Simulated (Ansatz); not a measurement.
# H2Cl (doublet): one geometry, many settings at distance Cl1–H2 along a hydrogen transfer = 1.189 Å

What do other methods and options give for H2Cl (doublet) at this geometry, and how long do they take?

Program: Ansatz 0.2.0, Gaussian basis. Level of theory: the settings change from run to run. These are calculated values, not measurements.

5 further runs of the same task are left out: 1 for a mislabelled method, 3 that didn't finish, 1 set aside as unsound or not needed.

### Step 1. The geometry

The geometry derives from fragments relaxed apart (PBE0/def2-TZVP) and kept rigid, so it is no stationary point. A hydrogen atom is moved between rigid fragments.

3 atoms, charge 0, spin multiplicity 2.

Atoms are counted from 1 here; the program's logs count them from 0.

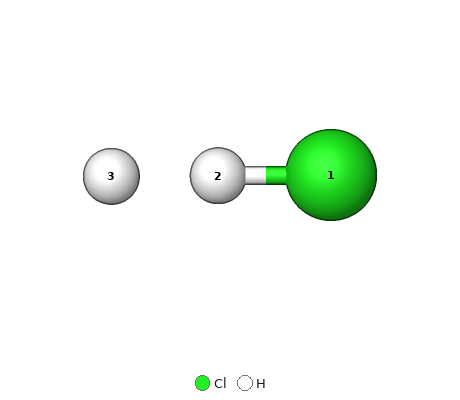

The structure; chlorine green, hydrogen white; atoms are numbered from 1 in the order of the file.

### Step 2. BCCD(T) on ROHF/def2-mTZVP

in.yaml reads:

```yaml
crystal:
  periodic: [false, false, false]
  atoms:
    - {symbol: Cl, position_ang: [0.000000, 0.000000, -1.167667]}
    - {symbol: H, position_ang: [0.000000, 0.000000, 0.021333]}
    - {symbol: H, position_ang: [0.000000, 0.000000, 1.146333]}
basis:
  gaussian: {orbitals: def2-mTZVP}
magnetization: {spin_polarized: false, initial_magnetization: 1}
correlation: {method: bccd_t, electrons: outside_noble_gas}
```

Launch:

```bash
ansatz run in.yaml --threads 1 --pin off --events-out ev --progress --plain --max-ram 2393MiB
```

The program printed:

```text
Functional definition: HF
  name "HF"
  cite "Fock, Z. Phys. 61, 126 (1930) doi:10.1007/BF01340294"
  parent pbe
  exchange = exact_x
  correlation = 0
259 factors; integrals over basis functions are off by at most 6.5e-4 eV
mean field evaluation 1: about -12531.3244 eV, gradient 1.1e1 eV
mean field evaluation 2: about -12531.3249 eV, gradient 1.1e1 eV
mean field evaluation 4: about -12532.2061 eV, gradient 1.7e0 eV
mean field evaluation 8: about -12532.2327 eV, gradient 6.3e-4 eV
mean field evaluation 16: about -12532.2322 eV, gradient 3.0e-1 eV
mean field -12532.23274799 eV, -460.5510588363 hartree, gradient 1.8e-6 eV, S^2 0.750000; 0 other end points of the search recorded, 0 dependent functions left out
5 core orbitals not correlated: weight in the atoms' cores, before any rotation towards them, 1.000 or more for the frozen orbitals, at most 0.000 for the correlated occupied ones
reference -12532.23274799 eV, -460.5510588363 hartree; 5, 4 occupied and 18, 19 virtual orbitals, 259 factors
second order -4.01353525 eV of doubles, -0.03004023 eV of singles
cycle   1  -4.38729273 eV  change   -3.4e-1 eV  update   3.5e-2
cycle   2  -4.47600253 eV  change   -8.9e-2 eV  update   1.4e-2
cycle   3  -4.48480037 eV  change   -8.8e-3 eV  update   6.1e-3
cycle   4  -4.48350356 eV  change    1.3e-3 eV  update   2.7e-3
cycle   5  -4.48311551 eV  change    3.9e-4 eV  update   6.2e-4
cycle   6  -4.48320123 eV  change   -8.6e-5 eV  update   1.6e-4
cycle   7  -4.48322214 eV  change   -2.1e-5 eV  update   4.4e-5
cycle   8  -4.48322599 eV  change   -3.8e-6 eV  update   1.6e-5
cycle   9  -4.48322696 eV  change   -9.7e-7 eV  update   4.4e-6
perturbative correction -0.06445237 eV, -0.0023685808 hartree
Total energy: -12536.78042732 eV, -460.7181829689 hartree
```

It took 0.54 s on 1 thread of Arm Neoverse V1, shared host.

From the report: correlation -4.5477 eV; largest double amplitude 0.04.

### Step 3. CCSD(T)/STO-3G

in.yaml, as its differences from that of step 2:

```diff
@@ -7,4 +7,5 @@
 basis:
-  gaussian: {orbitals: def2-mTZVP}
+  gaussian: {orbitals: STO-3G}
 magnetization: {spin_polarized: false, initial_magnetization: 1}
-correlation: {method: bccd_t, electrons: outside_noble_gas}
+hamiltonian: {xc: {name: PBE0}}
+correlation: {method: ccsd_t, electrons: outside_noble_gas}
```

Same command.

The program printed, shortened:

```text
Functional definition: PBE0
  name "PBE0"
  cite "Adamo & Barone, J. Chem. Phys. 110, 6158 (1999) doi:10.1063/1.478522"
  cite "Perdew, Burke & Ernzerhof, Phys. Rev. Lett. 77, 3865 (1996) doi:10.1103/PhysRevLett.77.3865"
  parent pbe
[...]
115 factors; integrals over basis functions are off by at most 3.1e-5 eV
[...]
mean field -12410.39717306 eV, -456.0736840408 hartree, gradient 2.6e-6 eV, S^2 0.750000; 0 other end points of the search recorded, 0 dependent functions left out
[...]
5 core orbitals not correlated: weight in the atoms' cores, before any rotation towards them, 1.000 or more for the frozen orbitals, at most 0.000 for the correlated occupied ones
reference -12396.51628790 eV, -455.5635709198 hartree; 5, 4 occupied and 1, 2 virtual orbitals, 115 factors
second order -0.32104843 eV of doubles, -0.08023595 eV of singles
cycle   1  -0.51196823 eV  change   -1.1e-1 eV  update   2.7e-2
[...]
cycle   7  -0.57139524 eV  change   -1.7e-6 eV  update   2.7e-6
perturbative correction -0.00084983 eV, -0.0000312307 hartree
Total energy: -12397.08853298 eV, -455.5846005385 hartree
```

Wall time 0.36 s (1 thread of Arm Neoverse V1, shared host).

From the report: correlation -0.5722 eV; T1 0.015; largest double amplitude 0.07. The orbitals are Kohn-Sham ones, so correlation energy and T1 don't compare with those on Hartree-Fock orbitals.

### Step 4. BCCD on ROHF/6-31G

in.yaml, as its differences from that of step 3:

```diff
@@ -7,5 +7,4 @@
 basis:
-  gaussian: {orbitals: STO-3G}
+  gaussian: {orbitals: 6-31G}
 magnetization: {spin_polarized: false, initial_magnetization: 1}
-hamiltonian: {xc: {name: PBE0}}
-correlation: {method: ccsd_t, electrons: outside_noble_gas}
+correlation: {method: bccd, electrons: valence}
```

The command is unchanged.

The program printed, shortened:

```text
Functional definition: HF
  name "HF"
  cite "Fock, Z. Phys. 61, 126 (1930) doi:10.1007/BF01340294"
  parent pbe
[...]
204 factors; integrals over basis functions are off by at most 5.0e-4 eV
[...]
mean field -12530.85996119 eV, -460.5006098517 hartree, gradient 2.5e-6 eV, S^2 0.750000; 0 other end points of the search recorded, 0 dependent functions left out
5 core orbitals not correlated: weight in the atoms' cores, before any rotation towards them, 1.000 or more for the frozen orbitals, at most 0.000 for the correlated occupied ones
reference -12530.85996119 eV, -460.5006098517 hartree; 5, 4 occupied and 7, 8 virtual orbitals, 204 factors
second order -1.31199756 eV of doubles, -0.03243558 eV of singles
cycle   1  -1.54195643 eV  change   -2.0e-1 eV  update   3.5e-2
[...]
cycle   9  -1.61659567 eV  change   -1.4e-6 eV  update   2.9e-6
Total energy: -12532.47655685 eV, -460.5600186467 hartree
```

Wall time 0.33 s (1 thread of Arm Neoverse V1, shared host).

From the report: correlation -1.6166 eV; largest double amplitude 0.05.

### Step 5. HF/6-31++G**

in.yaml reads:

```yaml
crystal:
  periodic: [false, false, false]
  atoms:
    - {symbol: Cl, position_ang: [0.000000, 0.000000, -1.167667]}
    - {symbol: H, position_ang: [0.000000, 0.000000, 0.021333]}
    - {symbol: H, position_ang: [0.000000, 0.000000, 1.146333]}
basis:
  gaussian: {orbitals: "6-31++G**"}
magnetization: {spin_polarized: true, initial_magnetization: 1}
hamiltonian: {xc: hf}
output: {orbitals: {seedname: orbitals}}
```

The command is unchanged.

The program printed:

```text
Functional definition: HF
  name "HF"
  cite "Fock, Z. Phys. 61, 126 (1930) doi:10.1007/BF01340294"
  parent pbe
  exchange = exact_x
  correlation = 0
311 factors; integrals over basis functions are off by at most 2.2e-3 eV
mean field evaluation 1: about -12530.8306 eV, gradient 9.0e0 eV
mean field evaluation 2: about -12530.8351 eV, gradient 9.0e0 eV
mean field evaluation 4: about -12531.7551 eV, gradient 1.5e0 eV
mean field evaluation 8: about -12531.7909 eV, gradient 7.6e-4 eV
mean field -12531.79087925 eV, -460.5348204595 hartree, gradient 1.9e-5 eV, S^2 0.756680; 0 other end points of the search recorded, 0 dependent functions left out
reference -12531.79087925 eV, -460.5348204595 hartree; 10, 9 occupied and 25, 26 virtual orbitals, 311 factors
Total energy: -12531.79087925 eV, -460.5348204595 hartree
```

Wall time 0.18 s (1 thread of Arm Neoverse V1, shared host).

From the report: ⟨S²⟩ of the determinant 0.757 (pure doublet: 0.75).

### Step 6. NEVPT2(1,3)/def2-SVP

in.yaml reads:

```yaml
crystal:
  periodic: [false, false, false]
  atoms:
    - {symbol: Cl, position_ang: [0.000000, 0.000000, -1.167667]}
    - {symbol: H, position_ang: [0.000000, 0.000000, 0.021333]}
    - {symbol: H, position_ang: [0.000000, 0.000000, 1.146333]}
basis:
  gaussian: {orbitals: def2-SVP}
magnetization: {spin_polarized: false, initial_magnetization: 1}
correlation: {method: sc_nevpt2, electrons: all, active_space: {window: {electrons: 1, orbitals: 3}}}
```

The command is unchanged.

The program printed:

```text
Functional definition: HF
  name "HF"
  cite "Fock, Z. Phys. 61, 126 (1930) doi:10.1007/BF01340294"
  parent pbe
  exchange = exact_x
  correlation = 0
264 factors; integrals over basis functions are off by at most 1.4e-3 eV
mean field evaluation 1: about -12527.4080 eV, gradient 1.1e1 eV
mean field evaluation 2: about -12527.4229 eV, gradient 1.1e1 eV
mean field evaluation 4: about -12528.1962 eV, gradient 1.5e0 eV
mean field evaluation 8: about -12528.2182 eV, gradient 4.7e-4 eV
mean field -12528.21817135 eV, -460.4035258659 hartree, gradient 5.0e-6 eV, S^2 0.750000; 0 other end points of the search recorded, 0 dependent functions left out
reference -12528.21817135 eV, -460.4035258659 hartree; 10, 9 occupied and 18, 19 virtual orbitals, 264 factors
state -12528.21817135 eV, -460.4035258659 hartree
state -12528.21817135 eV, -460.4035258659 hartree; corrected -12532.57362694 eV, -460.5635859066 hartree
WARN: 2 active orbitals are nearly empty or full. The corrections depend on them more than the energy does, and are more stable in an active space without them
Total energy: -12532.57362694 eV, -460.5635859066 hartree
```

Wall time 0.36 s (1 thread of Arm Neoverse V1, shared host).

From the report: 3 determinants; active occupations 1.00, 0.00, 0.00. The report marks this result as in doubt.

### Step 7. CCSDTQ on UHF/6-31G

in.yaml reads:

```yaml
crystal:
  periodic: [false, false, false]
  atoms:
    - {symbol: Cl, position_ang: [0.000000, 0.000000, -1.167667]}
    - {symbol: H, position_ang: [0.000000, 0.000000, 0.021333]}
    - {symbol: H, position_ang: [0.000000, 0.000000, 1.146333]}
basis:
  gaussian: {orbitals: 6-31G}
magnetization: {spin_polarized: true, initial_magnetization: 1}
correlation: {method: ccsdtq, electrons: valence, diis_vectors: 4}
```

Same command.

The program printed, shortened:

```text
Functional definition: HF
  name "HF"
  cite "Fock, Z. Phys. 61, 126 (1930) doi:10.1007/BF01340294"
  parent pbe
[...]
316 factors; integrals over basis functions are off by at most 4.9e-8 eV
[...]
mean field -12530.92157667 eV, -460.5028741787 hartree, gradient 2.2e-6 eV, S^2 0.757334; 0 other end points of the search recorded, 0 dependent functions left out
5 core orbitals not correlated: weight in the atoms' cores, before any rotation towards them, 1.000 or more for the frozen orbitals, at most 0.000 for the correlated occupied ones
reference -12530.92157667 eV, -460.5028741787 hartree; 5, 4 occupied and 7, 8 virtual orbitals, 316 factors
second order -1.29006069 eV of doubles, -0.00000000 eV of singles
cycle   1  -1.47621230 eV  change   -1.9e-1 eV  update   3.4e-2
[...]
cycle  13  -1.57487937 eV  change   -3.3e-7 eV  update   4.5e-7
Total energy: -12532.49645603 eV, -460.5607499280 hartree
```

Run time: 16 s. Hardware: 1 thread of Arm Neoverse V1, shared host; peak memory 0.26 GiB.

From the report: ⟨S²⟩ of the determinant 0.757 (pure doublet: 0.75); correlation -1.5749 eV; T1 0.008; largest double amplitude 0.05.

### Step 8. CCSDTQ on UHF/6-31G

in.yaml, as its differences from that of step 7:

```diff
@@ -9,2 +9,3 @@
 magnetization: {spin_polarized: true, initial_magnetization: 1}
-correlation: {method: ccsdtq, electrons: valence, diis_vectors: 4}
+correlation: {method: ccsdtq, electrons: outside_noble_gas}
+accuracy: high
```

Launched as before.

The program printed, shortened:

```text
Functional definition: HF
  name "HF"
  cite "Fock, Z. Phys. 61, 126 (1930) doi:10.1007/BF01340294"
  parent pbe
[...]
327 factors; integrals over basis functions are off by at most 3.4e-9 eV
[...]
mean field -12530.92157668 eV, -460.5028741792 hartree, gradient 5.1e-8 eV, S^2 0.757334; 0 other end points of the search recorded, 0 dependent functions left out
5 core orbitals not correlated: weight in the atoms' cores, before any rotation towards them, 1.000 or more for the frozen orbitals, at most 0.000 for the correlated occupied ones
reference -12530.92157668 eV, -460.5028741792 hartree; 5, 4 occupied and 7, 8 virtual orbitals, 327 factors
second order -1.29006071 eV of doubles, -0.00000000 eV of singles
cycle   1  -1.47621231 eV  change   -1.9e-1 eV  update   3.4e-2
[...]
cycle  19  -1.57487948 eV  change   5.7e-10 eV  update  5.7e-10
Total energy: -12532.49645616 eV, -460.5607499327 hartree
```

Run time: 28 s. Hardware: 1 thread of Arm Neoverse V1, shared host; peak memory 0.42 GiB.

From the report: ⟨S²⟩ of the determinant 0.757 (pure doublet: 0.75); correlation -1.5749 eV; T1 0.008; largest double amplitude 0.05.

### Step 9. The runs in one table

Where basis and cores are those of an earlier FCI/6-31G run (-12532.4965 eV), and the state is the same kind, the miss against it is given. † marks a result that the program doubts.

```csv
level,correlated,functions,energy (eV),from FCI (meV),time
BCCD(T) on ROHF/def2-mTZVP,outside noble gas,28,-12536.7804,,0.54 s
CCSD(T)/STO-3G (on PBE0 orbitals),outside noble gas,11,-12397.0885,,0.36 s
BCCD on ROHF/6-31G,valence,17,-12532.4766,19.9,0.33 s
HF/6-31++G**,,35,-12531.7909,,0.18 s
"NEVPT2(1,3)/def2-SVP †",all,28,-12532.5736,,0.36 s
CCSDTQ on UHF/6-31G,valence,17,-12532.4965,0.0,16 s
CCSDTQ on UHF/6-31G,outside noble gas,17,-12532.4965,0.0,28 s
```

### Step 10. Outcome

| quantity | value |
| --- | --- |
| runs | 7 |
| quickest | HF/6-31++G**, 0.18 s |
| slowest | CCSDTQ on UHF/6-31G, 28 s |

In words: Total energies in different bases, with other cores or another treatment of relativity can't be set against each other. CCSDTQ on UHF/6-31G took 156 times as long as HF/6-31++G**; the jobs differ in more than the method. Among the correlated runs with a miss given, it spans +0 to +20 meV.
